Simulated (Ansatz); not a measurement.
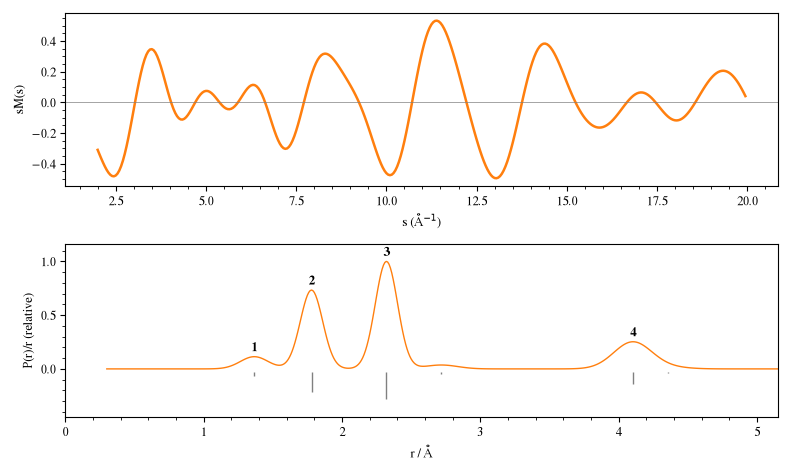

Simulated gas electron diffraction: reduced molecular intensity sM(s) from the Debye equation in the first Born approximation (top) and the radial distribution curve (bottom) of FHMgS. Each pair of atoms contributes with weight ZᵢZⱼ/r (bars below the curve); damping constant 0.002 Å²; vibrational amplitudes assumed, not computed: 0.05 Å for bonds, 0.078 Å for bonds to H, 0.06 + 0.015 r up to 0.15 Å for other pairs. The geometry is the end point of an optimisation (RKS revPBE-D4/def2-SVP in Ansatz 0.2.0); it may be a saddle point or a higher isomer.

**Which pairs of atoms lie under the numbered peaks? Mark bonded pairs by – and others by ···.**

Peak 1, 1.37 Å: S–H 1.37 Å
Peak 2, 1.78 Å: Mg–F 1.78 Å
Peak 3, 2.32 Å: S–Mg 2.32 Å
Peak 4, 4.10 Å: S···F 4.10 Å
